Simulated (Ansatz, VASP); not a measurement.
**Rb (Rb(100)): VASP beside Ansatz**

Wanted: the spread between two codes on one cell, functional and k mesh.

Method: plane waves, with VASP 6.6.1 beside it; single point at PBEsol, in Ansatz 0.2.0.

## (1) The structure

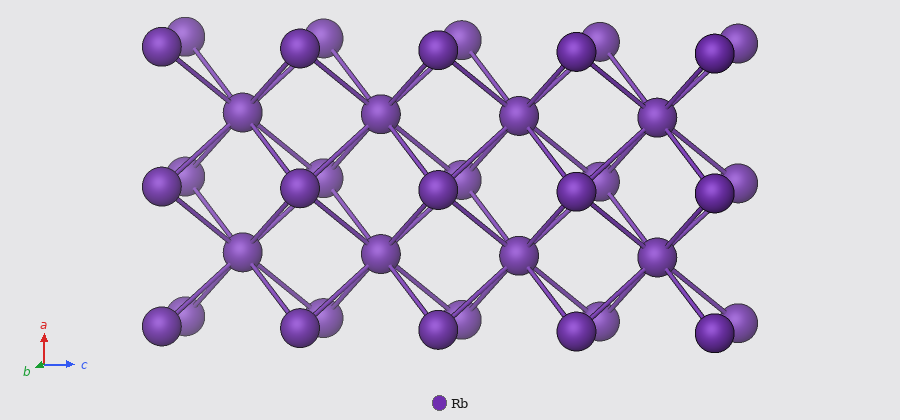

Start, viewed from the side, with the c axis across the page; rubidium purple. 2×1×1 cells are drawn. Some periodic images of atoms are drawn too.

The cell holds 9 atoms: 9 Rb. Cell: a = 5.570 Å, b = 5.570 Å, c = 37.278 Å, α = 90.0°, β = 90.0°, γ = 90.0°. It derives from Rb. As first built, before any earlier steps moved the atoms: 9 layers of bcc Rb, cut at this functional's lattice. Vacuum lies along c.

## (2) VASP: single point, PBEsol

With cell and atoms fixed, the geometry can't cause a difference; cores, projectors, grids and the points listed under the comparison can.

Lines of VASP's logs that name or quote its potential files are left out, and so is its time.

INCAR

```
SYSTEM = Rb
PREC = Normal
ENCUT = 320
EDIFF = 1E-06
NELM = 120
ISMEAR = 1
SIGMA = 0.15
LREAL = .FALSE.
ALGO = Fast
GGA = PS
NBANDS = 40
LORBIT = 11
LWAVE = .FALSE.
LCHARG = .TRUE.
KPAR = 4
IDIPOL = 3
LDIPOL = .TRUE.
DIPOL = 0.5 0.5 0.5
LVHAR = .TRUE.
LVACPOTAV = .TRUE.
NEDOS = 1500
```

POSCAR

```
Rb
1.0
    5.5695172084      0.0000000000      0.0000000000
    0.0000000000      5.5695172084      0.0000000000
    0.0000000000      0.0000000000     37.2780688336
Rb
9
Direct
    0.0000000000      0.0000000000      0.2011906800
    0.5000000000      0.5000000000      0.2758930100
    0.0000000000      0.0000000000      0.3505953400
    0.5000000000      0.5000000000      0.4252976700
    0.0000000000      0.0000000000      0.5000000000
    0.5000000000      0.5000000000      0.5747023300
    0.0000000000      0.0000000000      0.6494046600
    0.5000000000      0.5000000000      0.7241069900
    0.0000000000      0.0000000000      0.7988093200
```

KPOINTS

```
Automatic mesh
0
Gamma
6 6 1
0 0 0
```

The projector-augmented-wave data sets are Rb_pv (PBE family, release 64).

The run is started by

```bash
mpirun -np 4 vasp_std
```

Numbers of over 12 decimals in the logs are rounded to 6 here.

The program printed:

```text
[banner, memory and clock lines left out]
running    4 mpi-ranks, on    1 nodes
 distrk:  each k-point on    1 cores,    4 groups
 distr:  one band on    1 cores,    1 groups

 POSCAR found type information on POSCAR Rb
 POSCAR found :  1 types and       9 ions
|                                                                             |
|               ----> ADVICE to this user running VASP <----                  |
|                                                                             |
|     You enforced a specific xc type in the INCAR file but a different       |
|     [... a line on the potential file left out ...]
|     I HOPE YOU KNOW WHAT YOU ARE DOING!                                     |
|                                                                             |

 LDA part: xc-table for (Slater+PW92), standard interpolation
 POSCAR, INCAR and KPOINTS ok, starting setup
 FFT: planning ... GRIDC
 FFT: planning ... GRID_SOFT
 FFT: planning ... GRID
 WAVECAR not read
 entering main loop
       N       E                     dE             d eps       ncg     rms          rms(c)
DAV:   1     0.110833012395E+03    0.11083E+03   -0.19297E+04  1160   0.746E+02
DAV:   2    -0.544277542046E+01   -0.11628E+03   -0.11174E+03   896   0.144E+02
DAV:   3    -0.877067644846E+01   -0.33279E+01   -0.31534E+01   976   0.178E+01
DAV:   4    -0.891313475394E+01   -0.14246E+00   -0.14206E+00   976   0.276E+00
DAV:   5    -0.892009094913E+01   -0.69562E-02   -0.69537E-02  1008   0.438E-01    0.525E+00
RMM:   6    -0.908082632611E+01   -0.16074E+00   -0.72165E-01  1041   0.134E+00    0.357E+00
RMM:   7    -0.899948920045E+01    0.81337E-01   -0.41496E-01  1019   0.124E+00    0.311E+00
RMM:   8    -0.866445978786E+01    0.33503E+00   -0.11001E-01  1030   0.863E-01    0.713E-01
RMM:   9    -0.864440247832E+01    0.20057E-01   -0.18534E-02  1052   0.393E-01    0.188E-01
RMM:  10    -0.864490191237E+01   -0.49943E-03   -0.31728E-03  1053   0.173E-01    0.150E-01
RMM:  11    -0.864458308149E+01    0.31883E-03   -0.15090E-03  1056   0.103E-01    0.610E-02
RMM:  12    -0.864502405068E+01   -0.44097E-03   -0.72954E-04  1041   0.753E-02    0.290E-02
RMM:  13    -0.864539405919E+01   -0.37001E-03   -0.61287E-04  1055   0.450E-02    0.148E-02
RMM:  14    -0.864551447653E+01   -0.12042E-03   -0.23464E-04   992   0.244E-02    0.133E-02
RMM:  15    -0.864549266215E+01    0.21814E-04   -0.17511E-04  1003   0.221E-02    0.728E-03
RMM:  16    -0.864548717098E+01    0.54912E-05   -0.44594E-05   828   0.972E-03    0.539E-03
RMM:  17    -0.864558154614E+01   -0.94375E-04   -0.25459E-05   850   0.106E-02    0.516E-03
RMM:  18    -0.864561219320E+01   -0.30647E-04   -0.91309E-06   800   0.642E-03    0.244E-03
RMM:  19    -0.864565547914E+01   -0.43286E-04   -0.12092E-05   748   0.664E-03    0.170E-03
RMM:  20    -0.864566040504E+01   -0.49259E-05   -0.18498E-06   580   0.236E-03    0.884E-04
RMM:  21    -0.864566355350E+01   -0.31485E-05   -0.12615E-06   522   0.201E-03    0.258E-04
RMM:  22    -0.864566387521E+01   -0.32171E-06   -0.13782E-07   300   0.896E-04
|                                                                             |
|           W    W    AA    RRRRR   N    N  II  N    N   GGGG   !!!           |
|           W    W   A  A   R    R  NN   N  II  NN   N  G    G  !!!           |
|           W    W  A    A  R    R  N N  N  II  N N  N  G       !!!           |
|           W WW W  AAAAAA  RRRRR   N  N N  II  N  N N  G  GGG   !            |
|           WW  WW  A    A  R   R   N   NN  II  N   NN  G    G                |
|           W    W  A    A  R    R  N    N  II  N    N   GGGG   !!!           |
|                                                                             |
|     Did not find any points to average over, which means that no vacuum     |
|     field-free region was found. Please increase the size of  your cell     |
|     in the dimension of the dipole correction to obtain accurate            |
|     workfunction values.                                                    |
|                                                                             |

   1 F= -.86456639E+01 E0= -.86385053E+01  d E =-.214757E-01
```

Parts of OUTCAR (step 2):

```text
ion  position               nearest neighbor table
   1  0.000  0.000  0.201-   2 4.82   2 4.82   2 4.82   2 4.82   3 5.57
   2  0.500  0.500  0.276-   1 4.82   1 4.82   1 4.82   1 4.82   3 4.82   3 4.82   3 4.82   3 4.82
                             4 5.57
   3  0.000  0.000  0.351-   2 4.82   4 4.82   2 4.82   4 4.82   2 4.82   4 4.82   2 4.82   4 4.82
                             1 5.57   5 5.57
   4  0.500  0.500  0.425-   3 4.82   5 4.82   3 4.82   5 4.82   3 4.82   5 4.82   3 4.82   5 4.82
                             2 5.57   6 5.57
   5  0.000  0.000  0.500-   4 4.82   6 4.82   4 4.82   6 4.82   4 4.82   6 4.82   4 4.82   6 4.82
                             3 5.57   7 5.57
   6  0.500  0.500  0.575-   5 4.82   7 4.82   5 4.82   7 4.82   5 4.82   7 4.82   5 4.82   7 4.82
                             4 5.57   8 5.57
   7  0.000  0.000  0.649-   6 4.82   8 4.82   6 4.82   8 4.82   6 4.82   8 4.82   6 4.82   8 4.82
                             9 5.57   5 5.57
   8  0.500  0.500  0.724-   9 4.82   9 4.82   9 4.82   9 4.82   7 4.82   7 4.82   7 4.82   7 4.82
                             6 5.57
   9  0.000  0.000  0.799-   8 4.82   8 4.82   8 4.82   8 4.82   7 5.57

  LATTYP: Found a simple tetragonal cell.
 ALAT       =     5.5695172084
 C/A-ratio  =     6.6932316463

 Subroutine GETGRP returns: Found 16 space group operations
 (whereof 16 operations were pure point group operations)

The static configuration has the point symmetry D_4h.

 Found     10 irreducible k-points:

   k-points           NKPTS =     10   k-points in BZ     NKDIM =     10   number of bands    NBANDS=     40

   dimension x,y,z NGX =    24 NGY =   24 NGZ =  168
   dimension x,y,z NGXF=    48 NGYF=   48 NGZF=  336

   ENCUT  =  320.0 eV  23.52 Ry    4.85 a.u.   8.12  8.12 54.37*2*pi/ulx,y,z

   NELECT =      63.0000    total number of electrons

 k-points in reciprocal lattice and weights: Automatic mesh
   0.00000000  0.00000000  0.00000000       0.028
   0.16666667  0.00000000  0.00000000       0.111
   0.33333333  0.00000000  0.00000000       0.111
   0.50000000  0.00000000  0.00000000       0.056
   0.16666667  0.16666667  0.00000000       0.111
   0.33333333  0.16666667  0.00000000       0.222
   0.50000000  0.16666667  0.00000000       0.111
   0.33333333  0.33333333  0.00000000       0.111
   0.50000000  0.33333333  0.00000000       0.111
   0.50000000  0.50000000  0.00000000       0.028

 dipolmoment           0.000000      0.000000     -0.000000 electrons x Angstroem

 average (electrostatic) potential at core
       1 -18.0529       2 -17.7184       3 -17.7318       4 -17.7331       5 -17.6786
       6 -17.7331       7 -17.7318       8 -17.7184       9 -18.0529

 E-fermi :  -1.4115

 k-point     1 :       0.0000    0.0000    0.0000
  band No.  band energies     occupation
    ...
     29      -3.2248      2.00000
     30      -2.9324      2.00000
     31      -2.5590      2.00000
     32      -2.0960      2.00000
     33      -1.6040      2.06994
     34      -1.1185     -0.01855
     35      -0.6739     -0.00000
     36      -0.3232     -0.00000
     37      -0.1254     -0.00000
     38      -0.0056     -0.00000
    ...

 k-point     2 :       0.1667    0.0000    0.0000
  band No.  band energies     occupation
    ...
     29      -3.0579      2.00000
     30      -2.7720      2.00000
     31      -2.4074      2.00000
     32      -1.9550      2.00000
     33      -1.4732      1.63510
     34      -0.9961     -0.00064
     35      -0.5582     -0.00000
     36      -0.3547     -0.00000
     37      -0.2153     -0.00000
     38      -0.1801     -0.00000
    ...

 k-point     3 :       0.3333    0.0000    0.0000
  band No.  band energies     occupation
    ...
     28      -2.7284      2.00000
     29      -2.5778      2.00000
     30      -2.3125      2.00000
     31      -1.9778      2.00000
     32      -1.5658      2.05575
     33      -1.1389     -0.02755
     34      -1.0823     -0.00812
     35      -0.9668     -0.00023
     36      -0.8316     -0.00000
     37      -0.5778     -0.00000
    ...

  Total       -0.4522610     -0.4522610     -0.0028984      0.0000000      0.0000000     -0.0000000
  in kB       -0.6266301     -0.6266301     -0.0040159      0.0000000      0.0000000     -0.0000000
  external PRESSURE =      -0.4190920 kB  Pullay stress =       0.0000000 kB

  energy-cutoff  :      320.00
  volume of cell :     1156.35
      direct lattice vectors                 reciprocal lattice vectors
     5.569517208  0.000000000  0.000000000     0.179548776  0.000000000  0.000000000
     0.000000000  5.569517208  0.000000000     0.000000000  0.179548776  0.000000000
     0.000000000  0.000000000 37.278068834     0.000000000  0.000000000  0.026825424

 POSITION                                       TOTAL-FORCE (eV/Angst)
 -----------------------------------------------------------------------------------
      0.00000      0.00000      7.50000         0.000000      0.000000     -0.010562
      2.78476      2.78476     10.28476        -0.000000     -0.000000      0.015825
      0.00000      0.00000     13.06952         0.000000      0.000000     -0.009993
      2.78476      2.78476     15.85428         0.000000      0.000000      0.013523
      0.00000      0.00000     18.63903         0.000000      0.000000      0.000000
      2.78476      2.78476     21.42379        -0.000000      0.000000     -0.013523
      0.00000      0.00000     24.20855         0.000000      0.000000      0.009993
      2.78476      2.78476     26.99331         0.000000     -0.000000     -0.015825
      0.00000      0.00000     29.77807         0.000000      0.000000      0.010562
 -----------------------------------------------------------------------------------
    total drift:                                0.000000     -0.000000      0.000000

  FREE ENERGIE OF THE ION-ELECTRON SYSTEM (eV)
  ---------------------------------------------------
  free  energy   TOTEN  =        -8.6456638752 eV

  energy  without entropy=       -8.6241882056  energy(sigma->0) =       -8.63850532

 vacuum level on the upper side and lower side of the slab         0.726         0.726

 total charge
# of ion       s       p       d       tot
------------------------------------------
    1        0.146   5.927   0.009   6.082
    2        0.147   5.953   0.013   6.113
    3        0.150   5.947   0.014   6.111
    4        0.147   5.949   0.015   6.110
    5        0.153   5.948   0.013   6.114
    6        0.147   5.949   0.015   6.110
    7        0.150   5.947   0.014   6.111
    8        0.147   5.953   0.013   6.113
    9        0.146   5.927   0.009   6.082
--------------------------------------------------
tot          1.332  53.501   0.114  54.947

[... 3 further parts left out ...]
```

(Continued in part 2 of 2.)

[Lines on the potential files, build, host, timing and source positions are cut from VASP's logs without a mark.]

[Logs are printed without paths, hosts, clocks, repeated set-up lines and the standing remarks that a program may print on its own settings, such as how far it seeks lower states.]

[Hosts, paths, dates, database ids (printed as entryN), source tags and the programs' standing remarks are cut or masked in the printed files.]
